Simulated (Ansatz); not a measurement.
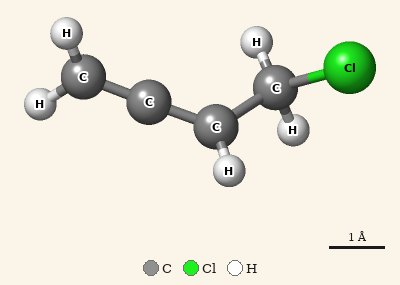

Starting structure of C4H5Cl. The picture is a ball-and-stick view, seen at a tilt.

The run prepares an end point of a later path (hydrogen shift) calculation, from a guessed geometry.

All numbers below come from Ansatz, RKS LDA/def2-SVP.

The input:
```yaml
crystal:
  periodic: [false, false, false]
  atoms:
    - { symbol: C, position_ang: [0.1636, 1.0293, 1.8521] }
    - { symbol: C, position_ang: [-0.1889, 0.2818, 0.8548] }
    - { symbol: C, position_ang: [-0.5186, -0.51, -0.1425] }
    - { symbol: C, position_ang: [0.2058, -0.4552, -1.4901] }
    - { symbol: Cl, position_ang: [0.8295, -2.0584, -1.9023] }
    - { symbol: H, position_ang: [0.992, 0.904, 2.4487] }
    - { symbol: H, position_ang: [-0.4851, 1.9275, 2.0838] }
    - { symbol: H, position_ang: [-1.2268, -1.2343, 0.0238] }
    - { symbol: H, position_ang: [-0.6221, -0.2153, -2.1976] }
    - { symbol: H, position_ang: [0.9336, 0.2795, -1.5278] }
basis:
  gaussian: { orbitals: def2-SVP }
hamiltonian:
  xc: lda
relax:
  f_tol: 0.02
  max_steps: 50
output:
  orbitals: {}
```

Command:
```bash
ansatz run input.yaml --threads 2 --pin off --max-ram 3072MiB --backend cpu --events-out ev --progress --plain --runs-dir out
```

> What does the optimiser find from here?

Over 7 accepted moves (8 points after the start) the energy falls by 12.2 kcal/mol. The largest force component goes from 4 to 0.02 eV/Å. The line search rejected the trial step at point 2 of the run. H7 moves most after the best rigid fit: 0.19 Å. By element the largest moves are H 0.19 Å, Cl 0.11 Å, C 0.08 Å. Some distances before and after: C1–H6 1.029 → 1.107 Å, C3–C4 1.531 → 1.484 Å, C1–H7 1.132 → 1.106 Å, C4–Cl5 1.769 → 1.792 Å. Among the angles between lasting bonds that change: C3–C4–H9 102.4° → 111.3°, C2–C1–H6 126.5° → 121.2°, Cl5–C4–H10 112.8° → 107.9°.

History of the run:

```json
{"step": "0", "E − E(0), kcal/mol": "0.00", "largest force component, eV/Å": "3.9801", "note": ""}
{"step": "1", "E − E(0), kcal/mol": "-10.84", "largest force component, eV/Å": "1.0737", "note": ""}
{"step": "2", "E − E(0), kcal/mol": "-9.52", "largest force component, eV/Å": "1.3861", "note": "rejected"}
{"step": "3", "E − E(0), kcal/mol": "-11.87", "largest force component, eV/Å": "0.2890", "note": ""}
{"step": "4", "E − E(0), kcal/mol": "-11.91", "largest force component, eV/Å": "0.2755", "note": ""}
{"step": "5", "E − E(0), kcal/mol": "-12.09", "largest force component, eV/Å": "0.2622", "note": ""}
{"step": "6", "E − E(0), kcal/mol": "-12.24", "largest force component, eV/Å": "0.0412", "note": ""}
{"step": "7", "E − E(0), kcal/mol": "-12.24", "largest force component, eV/Å": "0.0298", "note": ""}
{"step": "8", "E − E(0), kcal/mol": "-12.25", "largest force component, eV/Å": "0.0198", "note": ""}
```

The structure at the end:

```xyz
10

C     0.1529    1.0650    1.8471
C    -0.1761    0.2675    0.8637
C    -0.5024   -0.5262   -0.1311
C     0.1229   -0.4562   -1.4749
Cl    0.9286   -2.0014   -1.8943
H     0.9517    0.7934    2.5631
H    -0.3568    2.0348    2.0008
H    -1.2829   -1.2996    0.0198
H    -0.6380   -0.2784   -2.2650
H     0.8830    0.3500   -1.5263
```

The end point in the same view:

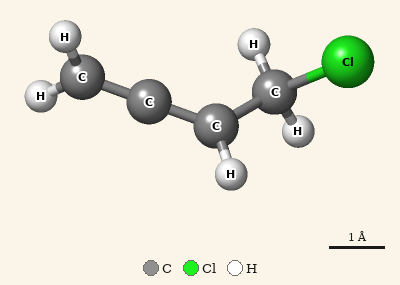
